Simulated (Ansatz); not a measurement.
Na2LiSCl: several calculations on one system

## 1. Relaxation

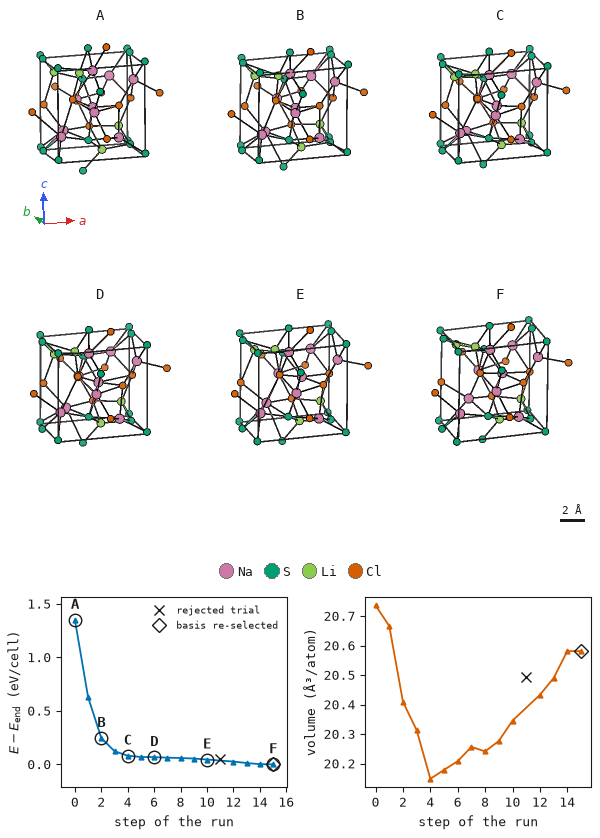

Frames of a relaxation of an amorphous cell of composition Na₂LiSCl (coarse preliminary run), marked on the history of the run. Style: ball-and-stick. Shown: the cell of the calculation (origin shifted), slightly off an axis.

Case: the quenched liquid.

These are results of DFT PBE+D3(BJ), scalar-relativistic, plane waves, PAW in Ansatz 0.2.0, not measurements.

Input
```yaml
crystal:
  lattice:
    - [7.408549, 0.013737, 0.166693]
    - [0.013737, 7.254061, 0.109466]
    - [0.166693, 0.109466, 7.72228]
  atoms:
    - { symbol: Na, position: [0.0246199126, 0.997652783, 0.6567218229] }
    - { symbol: Na, position: [0.0601982805, 0.6958778, 0.2294485735] }
    - { symbol: Na, position: [0.7008335281, 0.7808069087, 0.9839281704] }
    - { symbol: Na, position: [0.2226027967, 0.1222628743, 0.2582438064] }
    - { symbol: Na, position: [0.7834449572, 0.2813044709, 0.9620993685] }
    - { symbol: Na, position: [0.4836916936, 0.4637333857, 0.707455028] }
    - { symbol: Na, position: [0.3678930122, 0.0294070157, 0.7070233375] }
    - { symbol: Na, position: [0.691249867, 0.8150523728, 0.4322996097] }
    - { symbol: S, position: [0.2141891849, 0.2929705652, 0.5297382699] }
    - { symbol: S, position: [0.7169491931, 0.5242078482, 0.2434421994] }
    - { symbol: S, position: [0.2841441469, 0.7737077238, 0.496513821] }
    - { symbol: S, position: [0.7070269731, 0.1537895725, 0.6295550535] }
    - { symbol: Li, position: [0.6166097054, 0.1990339836, 0.3602182616] }
    - { symbol: Li, position: [0.1326266066, 0.5366179405, 0.7007473859] }
    - { symbol: Li, position: [0.9042984039, 0.3606298458, 0.4840837245] }
    - { symbol: Li, position: [0.3895593889, 0.5201304433, 0.341427669] }
    - { symbol: Cl, position: [0.5110532217, 0.0665446961, 0.0975681443] }
    - { symbol: Cl, position: [0.8147861508, 0.6356140798, 0.7059477844] }
    - { symbol: Cl, position: [0.0272830562, 0.9888735808, 0.0057930677] }
    - { symbol: Cl, position: [0.2697148298, 0.5178538486, 0.9966046739] }
  symmetry: { detect: false }
basis:
  ecutwfc: 420
kpoints:
  mp_grid: { grid: [2, 2, 2], shift: [0.5, 0.5, 0.5] }
hamiltonian:
  xc: pbe
  dispersion: d3bj
scf:
  occupations: { method: gaussian, width: 0.1 }
  lower_state_search: "off"
output:
  forces: true
  stress: true
  eigenvalues: true
relax:
  adjacent_minimum: "off"
  f_tol: 0.04
  max_steps: 70
  cell: { stress_tol: 0.3 }
```

Run as
```bash
ansatz run input.yaml --threads 2 --pin off --max-ram 5120MiB --backend cpu --events-out ev --progress --plain --runs-dir out
```

### Describe the path.

The atom that moves furthest relative to the cell is Na5 (1.06 Å along [2 1 1]). Largest moves by element: Na 1.06 Å, Cl 0.74 Å, Li 0.63 Å, S 0.50 Å. The drawn cell changes as follows: a 7.410 → 7.572 Å (+2.2 %), b 7.255 → 7.464 Å (+2.9 %), c 7.725 → 7.520 Å (−2.7 %), α 88.3° → 77.5°, β 87.5° → 82.8°, γ 89.8° → 88.8°; the volume changes by −0.7 %. Some distances before and after: Na5–S12 2.837 → 4.234 Å, Na6–Cl17 4.119 → 2.886 Å, Na5–Cl20 4.020 → 2.819 Å, Na6–S11 3.142 → 4.143 Å. New bonds form: Na2–S9 (3.88 → 3.14 Å), Na3–S12 (3.79 → 2.85 Å), Na5–Cl20 (4.02 → 2.82 Å), Na6–Cl17 (4.12 → 2.89 Å). Bonds break: Na5–S12 (2.84 → 4.23 Å), Na6–S11 (3.14 → 4.14 Å). Among the angles between lasting bonds that change: Na3–Cl17–Li13 115.0° → 147.0°, S12–Li13–Cl17 148.1° → 116.3°, Cl17–Na5–Cl18 135.7° → 104.2°. After 13 accepted moves (15 points after the start) the energy has fallen by 1.351 eV per cell of the calculation. Largest force component: 0.75 eV/Å at the start, 0.025 eV/Å at the end. The pressure goes from 0.54 to 0.07 GPa. The line search rejected the trial step at point 11 of the run. At 1 point the geometry stayed and the basis and grid were re-selected for the new cell (energy shift of 1.9 meV per cell of the calculation at most each time). From step 0 to 2: Na8 moves most (0.36 Å), volume −1.6 %, energy −1.105 eV per cell of the calculation. From step 2 to 4: Li13 moves most (0.29 Å), volume −1.3 %, energy −0.165 eV per cell of the calculation. From step 4 to 6: Cl20 moves most (0.25 Å), volume +0.3 %, energy −13.1 meV per cell of the calculation. From step 6 to 10: Na5 moves most (0.47 Å), volume +0.7 %, energy −22.5 meV per cell of the calculation. From step 10 to 15: Na6 moves most (0.32 Å), volume +1.2 %, energy −45.0 meV per cell of the calculation.

```
step  E − E(0), meV/atom  largest force component, eV/Å  pressure, GPa  volume, Å³/atom                      note
   0                0.00                         0.7483           0.54           20.736                          
   1              -36.20                         0.3685           0.25           20.666                          
   2              -55.24                         0.2593           0.24           20.409                          
   3              -61.38                         0.0924           0.08           20.313                          
   4              -63.50                         0.0751           0.12           20.149                          
   5              -64.09                         0.0431           0.01           20.179                          
   6              -64.15                         0.0452           0.00           20.208                          
   7              -64.41                         0.0329          -0.01           20.257                          
   8              -64.56                         0.0336           0.02           20.241                          
   9              -64.81                         0.0338           0.03           20.277                          
  10              -65.28                         0.1076           0.09           20.346                          
  11              -65.16                         0.2153           0.12           20.493                  rejected
  12              -66.23                         0.0660           0.06           20.433                          
  13              -66.92                         0.0415           0.05           20.490                          
  14              -67.43                         0.0251           0.05           20.581                          
  15              -67.53                         0.0251           0.07           20.581  same geometry, new basis
```

Limits of the set-up: the periodic images lie only 7.3 Å apart, so the values are limited by the cell's size.

## 2. Dynamics

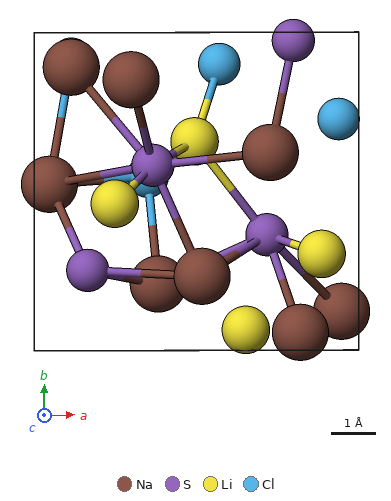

Starting frame of a dynamics run of an amorphous cell of composition Na2LiSCl (20 atoms in the cell). A ball-and-stick model of the simulation cell, seen along the c axis. Bonds to atoms that aren't drawn are left out.

These are results of DFT PBE+D3(BJ), scalar-relativistic, plane waves, PAW (Ansatz), not measurements.

Input file:
```yaml
crystal:
  lattice:
    - [7.408549, 0.013737, 0.166693]
    - [0.013737, 7.254061, 0.109466]
    - [0.166693, 0.109466, 7.72228]
  atoms:
    - { symbol: Na, position: [0.1104998396, 0.8878864877, 0.5923184325] }
    - { symbol: Na, position: [0.043098804, 0.5199233509, 0.3459350489] }
    - { symbol: Na, position: [0.7237722532, 0.6180639015, 0.7543447814] }
    - { symbol: Na, position: [0.3783872636, 0.2054536973, 0.3222545664] }
    - { symbol: Na, position: [0.9433070364, 0.117918158, 0.9986186944] }
    - { symbol: Na, position: [0.5136793005, 0.2291821782, 0.6338704387] }
    - { symbol: Na, position: [0.2947362813, 0.8479564152, 0.9716633086] }
    - { symbol: Na, position: [0.816383111, 0.0521951121, 0.3739048831] }
    - { symbol: S, position: [0.1612189026, 0.2488520037, 0.5686368465] }
    - { symbol: S, position: [0.7131679737, 0.3593664596, 0.2904772148] }
    - { symbol: S, position: [0.3618489591, 0.5785902516, 0.6774892626] }
    - { symbol: S, position: [0.7945568263, 0.9700897878, 0.7461083463] }
    - { symbol: Li, position: [0.6483087564, 0.0604130325, 0.9585976626] }
    - { symbol: Li, position: [0.2445354142, 0.4582111214, 0.9077588744] }
    - { symbol: Li, position: [0.8818893202, 0.2984861304, 0.5071805614] }
    - { symbol: Li, position: [0.4903295627, 0.6534688347, 0.4015420253] }
    - { symbol: Cl, position: [0.5664477678, 0.8963631368, 0.2155896461] }
    - { symbol: Cl, position: [0.934189917, 0.7226468895, 0.016198296] }
    - { symbol: Cl, position: [0.1108183226, 0.9144789695, 0.2768442553] }
    - { symbol: Cl, position: [0.3458565223, 0.5432942507, 0.1736245589] }
  symmetry: { detect: false }
basis:
  ecutwfc: 420
  xc_grid: 1
kpoints:
  mp_grid: { grid: [1, 1, 1], shift: [0.25, 0.25, 0.25] }
hamiltonian:
  xc: pbe
  dispersion: d3bj
scf:
  occupations: { method: fermi_dirac, width: 0.1551 }
  lower_state_search: "off"
  convergence: { dr2_threshold: 1.0e-05 }
output:
  forces: true
  stress: true
md:
  timestep: 1.5
  n_steps: 250
  ensemble: nvt_langevin
  friction: 0.03
  temperature: 1800.0
  initial_velocities: maxwell_boltzmann
  seed: 52735
```

Run as
```bash
ansatz run input.yaml --threads 2 --pin off --max-ram 5120MiB --backend cpu --events-out ev --progress --plain --runs-dir out
```

Question: What does the trajectory do?

Answer: Over the second half the temperature averages 1688 K (spread ±195 K). The potential energy is still drifting at the end, so the run hasn't reached equilibrium. The potential energy in the second half lies on average 155 meV per atom below the first frame. The mean pressure there is 4.7 GPa. Root-mean-square distances from the starting positions over the second half, with the common drift of all atoms taken out: Li 1.50 Å, S 1.07 Å, Cl 1.03 Å, Na 0.95 Å. Against the typical shortest distance between atoms in the first frame, about 2.3 Å these are large excursions, but over 375 fs one can't yet tell strong vibration from the start of diffusion. 2 of the 20 free atoms end more than three quarters of that spacing from the start.

Along the run (each row but the first and the last is the mean over the interval that it begins):

```json
{"time (fs)": "0.0", "potential energy (meV/atom)": "0.0", "T (K)": "1710", "p (GPa)": "5.7"}
{"time (fs)": "61.5", "potential energy (meV/atom)": "-74.2", "T (K)": "1770", "p (GPa)": "3.9"}
{"time (fs)": "123.0", "potential energy (meV/atom)": "-116.9", "T (K)": "1936", "p (GPa)": "4.8"}
{"time (fs)": "184.5", "potential energy (meV/atom)": "-142.1", "T (K)": "1603", "p (GPa)": "4.5"}
{"time (fs)": "246.0", "potential energy (meV/atom)": "-140.0", "T (K)": "1690", "p (GPa)": "5.0"}
{"time (fs)": "307.5", "potential energy (meV/atom)": "-181.9", "T (K)": "1770", "p (GPa)": "4.8"}
{"time (fs)": "369.0", "potential energy (meV/atom)": "-179.6", "T (K)": "1758", "p (GPa)": "4.5"}
```

The paths of the atoms:

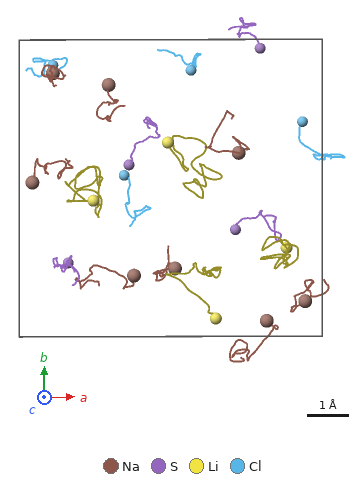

Limits of the set-up: the periodic images lie only 7.3 Å apart, so the values are limited by the cell's size.

## 3. Dynamics

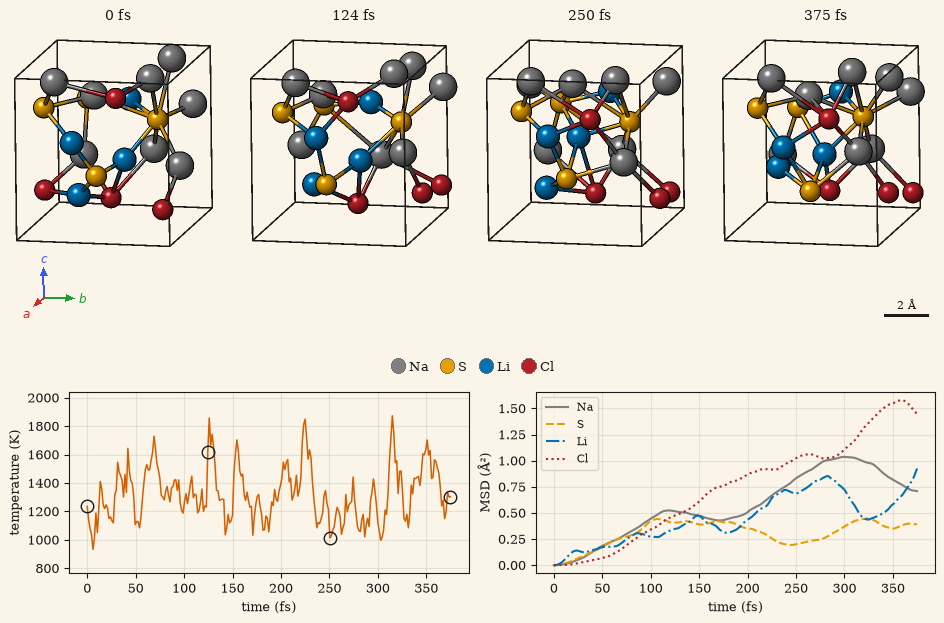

First-principles dynamics of an amorphous cell of composition Na$_{2}$LiSCl (20 atoms in the cell), 375 fs long. It starts from the last geometry of an earlier run, with fresh velocities. Frames and the history of the run. The picture is a ball-and-stick view of the simulation cell, seen slightly off an axis. Atoms that leave the cell re-enter on the other side. Bonds to atoms that aren't drawn are left out.

All numbers below come from DFT PBE+D3(BJ), scalar-relativistic, plane waves, PAW in Ansatz 0.2.0. Settings: plane-wave cutoff 420 eV; k-point mesh 1 × 1 × 1; Fermi-Dirac smearing 0.112 eV; volume 0.96 times that of the relaxed crystal; set temperature 1300 K; time step 1.5 fs.

The input:
```yaml
crystal:
  lattice:
    - [7.408549, 0.013737, 0.166693]
    - [0.013737, 7.254061, 0.109466]
    - [0.166693, 0.109466, 7.72228]
  atoms:
    - { symbol: Na, position: [0.0763508454, 0.9009780326, 0.654810668] }
    - { symbol: Na, position: [0.1081173361, 0.6522802884, 0.3762574829] }
    - { symbol: Na, position: [0.6562247322, 0.7868684515, 0.9447820797] }
    - { symbol: Na, position: [0.2187513447, 0.2250529839, 0.352039327] }
    - { symbol: Na, position: [0.960290059, 0.2437719252, 0.9738701912] }
    - { symbol: Na, position: [0.4464946531, 0.3594801943, 0.7746369579] }
    - { symbol: Na, position: [0.3039505255, 0.8311897363, 0.9871126365] }
    - { symbol: Na, position: [0.6855771228, 0.9820795634, 0.4208371432] }
    - { symbol: S, position: [0.1290562639, 0.2269480228, 0.6780857322] }
    - { symbol: S, position: [0.7613703706, 0.4556669019, 0.3548172274] }
    - { symbol: S, position: [0.382127165, 0.7544667285, 0.6253271647] }
    - { symbol: S, position: [0.646082083, 0.0859666082, 0.7359798709] }
    - { symbol: Li, position: [0.5699022327, 0.2856772509, 0.1859817471] }
    - { symbol: Li, position: [0.1712951546, 0.5132913216, 0.6942418486] }
    - { symbol: Li, position: [0.8399547092, 0.320273715, 0.5725634877] }
    - { symbol: Li, position: [0.5335837647, 0.5783369394, 0.4064912257] }
    - { symbol: Cl, position: [0.411062222, 0.0199530507, 0.169623348] }
    - { symbol: Cl, position: [0.9820071232, 0.6502446471, 0.8935660677] }
    - { symbol: Cl, position: [0.9769774127, 0.9482210763, 0.2166265489] }
    - { symbol: Cl, position: [0.3203075653, 0.4263364312, 0.1161376541] }
  symmetry: { detect: false }
basis:
  ecutwfc: 420
  xc_grid: 1
kpoints:
  mp_grid: { grid: [1, 1, 1], shift: [0.25, 0.25, 0.25] }
hamiltonian:
  xc: pbe
  dispersion: d3bj
scf:
  occupations: { method: fermi_dirac, width: 0.112 }
  lower_state_search: "off"
  convergence: { dr2_threshold: 1.0e-05 }
output:
  forces: true
  stress: true
md:
  timestep: 1.5
  n_steps: 250
  ensemble: nvt_langevin
  friction: 0.03
  temperature: 1300.0
  initial_velocities: maxwell_boltzmann
  seed: 52736
```

Run as
```bash
ansatz run input.yaml --threads 2 --pin off --max-ram 5120MiB --backend cpu --events-out ev --progress --plain --runs-dir out
```

Question: What do the frames and curves show?

Answer: In the second half of the run the atoms are, in the root-mean-square, this far from where they began (common drift taken out): Cl 1.07 Å, Na 0.90 Å, Li 0.79 Å, S 0.57 Å. Against the typical shortest distance between atoms in the first frame, about 2.3 Å these are large excursions, but over 375 fs one can't yet tell strong vibration from the start of diffusion. The mean temperature in the second half is 1328 K (standard deviation 200 K). The potential energy in the second half lies on average 65.4 meV per atom below the first frame. The mean pressure there is 2.8 GPa.

Limits of the set-up: the periodic images lie only 7.3 Å apart, so the values are limited by the cell's size.
